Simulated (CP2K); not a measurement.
# MNDOD run of C3H3F2N (SMILES FCN1C=C1F)

What is the energy difference between two shapes of C3H3F2N at MNDOD? 

The calculation is run with CP2K 2026.2.

3 further runs of the same task are left out: 2 that didn't finish, 1 set aside as unsound or not needed.

## Step 1: The system as given

The species is C3H3F2N (9 atoms), meant as a singlet with charge 0. SMILES: `FCN1C=C1F`. Geometry: relaxed at GFN2-xTB. This is one conformer, not always the lowest.

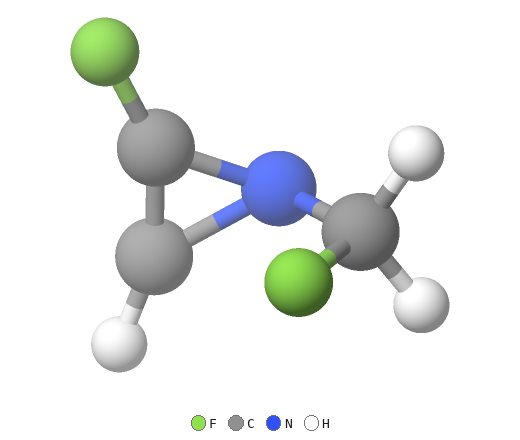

The structure, seen from a chosen angle (fluorine green, carbon grey, nitrogen blue, hydrogen white).

## Step 2: A single-point energy at MNDOD

gas.inp

```
&GLOBAL
   PROJECT_NAME gas
   RUN_TYPE ENERGY
   PRINT_LEVEL MEDIUM
&END
&FORCE_EVAL
   METHOD Quickstep
   &DFT
      &QS
         METHOD MNDOD
         EPS_DEFAULT 1.0E-10
         &SE
            &COULOMB
               CUTOFF [angstrom] 50
               RC_RANGE [angstrom] 0
            &END
            &EXCHANGE
               CUTOFF [angstrom] 50
               RC_RANGE [angstrom] 0
            &END
         &END
      &END
      &POISSON
         PERIODIC NONE
         POISSON_SOLVER ANALYTIC
      &END
      &SCF
         SCF_GUESS ATOMIC
         EPS_SCF 1.0E-07
         MAX_SCF 80
         ADDED_MOS 8
         &DIAGONALIZATION
            ALGORITHM STANDARD
         &END
         &MIXING
            METHOD DIRECT_P_MIXING
            ALPHA 0.4
         &END
      &END
      &PRINT
         &MOMENTS
            PERIODIC F
            REFERENCE COM
            MAX_MOMENT 1
         &END
         &MO ON
            ENERGIES T
            OCCUPATION_NUMBERS T
            NDIGITS 6
            &EACH
               QS_SCF 0
            &END
            ADD_LAST NUMERIC
         &END
         &HIRSHFELD OFF
         &END
      &END
   &END
   &SUBSYS
      &CELL
         ABC 11.2 11.5 10.7
         PERIODIC NONE
      &END
      &COORD
         F      1.081460    -1.247530     0.279580
         C      0.505220    -0.669410    -0.835110
         N     -0.402380     0.404880    -0.528230
         C     -1.126440     0.323430     0.811490
         C     -0.149860     1.145830     0.684690
         F      0.681250     2.045790     1.115480
         H     -0.041020    -1.460640    -1.359010
         H      1.321270    -0.286200    -1.457980
         H     -1.869490    -0.256150     1.289080
      &END
      &TOPOLOGY
         &CENTER_COORDINATES
         &END
      &END
   &END
&END
```

The run is started by

```bash
OMP_NUM_THREADS=1 cp2k.psmp gas.inp > gas.out
```

The program printed, shortened:

```text
CP2K| version string:                                       CP2K version 2026.2
[...]
 GLOBAL| Method name                                                        CP2K
[...]
 GLOBAL| Run type                                                         ENERGY
[...]
                             - Atoms:                                          9
[...]
                             - Spherical basis functions:                     27
[...]
 Number of electrons:                                                         34
[...]
     1 P_Mix/Diag. 0.40E+00    0.0     0.68042981       -50.2634217983 -5.03E+01
[...]
    22 DIIS/Diag.  0.34E-07    0.0     0.00000006       -58.3856225716  8.53E-14
  *** SCF run converged in    22 steps ***
  Core-core repulsion energy [eV]:                           2953.99208127619704
  Core Hamiltonian energy [eV]:                             -2618.47823501911080
  Two-electron integral energy [eV]:                        -3848.53486751221271
  Electronic energy [eV]:                                   -4542.74566877521738
  Total energy [eV]:                                        -1588.75358749902034
  Atomic reference energy [eV]:                              1588.70239081840850
  Heat of formation [kcal/mol]:                                -1.18062359562165
[...]
 SE_DIPOLE| Moment [Debye]          1.32159198       0.79170614      -0.00350080
 SE_DIPOLE| Derivative [a.u.]       0.00000000       0.00000000       0.00000000
 ENERGY| Total FORCE_EVAL ( QS ) energy [hartree]            -58.385622571570423
[...]
```

It took 0.49 s on 1 thread of Arm Neoverse N1, shared host; peak memory 0.14 GiB.

## Step 3: The distorted shape at the same level

qs.inp

```
&GLOBAL
    PROJECT qs
    RUN_TYPE ENERGY
    PRINT_LEVEL MEDIUM
&END GLOBAL

&FORCE_EVAL
    METHOD Quickstep
    &DFT
        CHARGE 0
        MULTIPLICITY 1
        &QS
            METHOD MNDOD
            EPS_DEFAULT 1.0E-10
            &SE
                &COULOMB
                    CUTOFF [angstrom] 50
                    RC_RANGE [angstrom] 0
                &END COULOMB
                &EXCHANGE
                    CUTOFF [angstrom] 50
                    RC_RANGE [angstrom] 0
                &END EXCHANGE
            &END SE
        &END QS
        &POISSON
            PERIODIC NONE
            POISSON_SOLVER ANALYTIC
        &END POISSON
        &SCF
            SCF_GUESS ATOMIC
            EPS_SCF 1.0E-07
            MAX_SCF 80
            ADDED_MOS 8
            &DIAGONALIZATION
                ALGORITHM STANDARD
            &END DIAGONALIZATION
            &MIXING
                METHOD DIRECT_P_MIXING
                ALPHA 0.4
            &END MIXING
        &END SCF
        &PRINT
            &MOMENTS
                PERIODIC F
                REFERENCE COM
                MAX_MOMENT 1
            &END MOMENTS
            &MO ON
                ENERGIES T
                OCCUPATION_NUMBERS T
                NDIGITS 6
                &EACH
                    QS_SCF 0
                &END EACH
                ADD_LAST NUMERIC
            &END MO
            &HIRSHFELD OFF
            &END HIRSHFELD
        &END PRINT
    &END DFT
    &SUBSYS
        &CELL
            ABC [angstrom] 11.2 11.4 10.8
            PERIODIC NONE
        &END CELL
        &COORD
            F      1.023811    -1.090538     0.306107
            C      0.528494    -0.724056    -0.719000
            N     -0.280547     0.332893    -0.439779
            C     -1.168861     0.280721     0.797563
            C     -0.117946     1.133972     0.664229
            F      0.693483     1.933644     1.223142
            H     -0.025374    -1.460483    -1.272830
            H      1.216588    -0.213575    -1.553374
            H     -1.959115    -0.269099     1.179455
        &END COORD
        &TOPOLOGY
            &CENTER_COORDINATES
            &END CENTER_COORDINATES
        &END TOPOLOGY
    &END SUBSYS
&END FORCE_EVAL
```

The run is started by

```bash
OMP_NUM_THREADS=1 cp2k.psmp qs.inp > qs.out
```

The program printed, shortened:

```text
CP2K| version string:                                       CP2K version 2026.2
[...]
 GLOBAL| Method name                                                        CP2K
[...]
 GLOBAL| Run type                                                         ENERGY
[...]
                             - Atoms:                                          9
[...]
                             - Spherical basis functions:                     27
[...]
 Number of electrons:                                                         34
[...]
     1 P_Mix/Diag. 0.40E+00    0.0     0.68972241       -49.9017710303 -4.99E+01
[...]
    24 DIIS/Diag.  0.26E-07    0.0     0.00000004       -58.3016268147 -7.11E-14
  *** SCF run converged in    24 steps ***
  Core-core repulsion energy [eV]:                           3059.74485840603847
  Core Hamiltonian energy [eV]:                             -2620.24826285456629
  Two-electron integral energy [eV]:                        -4051.92908453649034
  Electronic energy [eV]:                                   -4646.21280512281101
  Total energy [eV]:                                        -1586.46794671677299
  Atomic reference energy [eV]:                              1588.70239081840850
  Heat of formation [kcal/mol]:                                51.52750916598721
[...]
 SE_DIPOLE| Moment [Debye]          0.80500898       1.22978370      -0.23166193
 SE_DIPOLE| Derivative [a.u.]       0.00000000       0.00000000       0.00000000
 ENERGY| Total FORCE_EVAL ( QS ) energy [hartree]            -58.301626814710133
[...]
```

Wall time 0.49 s (1 thread of Arm Neoverse N1, shared host); peak memory 0.14 GiB.

## Step 4: Results

Level: MNDOD.

```
                              quantity          value
             first shape: total energy   -58.38562 Eh
            first shape: dipole moment         1.54 D
              first shape: HOMO energy      -10.12 eV
              first shape: LUMO energy        0.02 eV
            first shape: HOMO–LUMO gap       10.14 eV
        first shape: heat of formation  -1.2 kcal/mol
         distorted shape: total energy   -58.30163 Eh
        distorted shape: dipole moment         1.49 D
          distorted shape: HOMO energy       -9.28 eV
          distorted shape: LUMO energy       -0.08 eV
        distorted shape: HOMO–LUMO gap        9.20 eV
    distorted shape: heat of formation  51.5 kcal/mol
energy change with the atoms displaced       2.286 eV
```

In words: With the atoms displaced the energy rises by 2.29 eV (53 kcal/mol). The first shape isn't relaxed at this level, so the change isn't measured from a minimum.
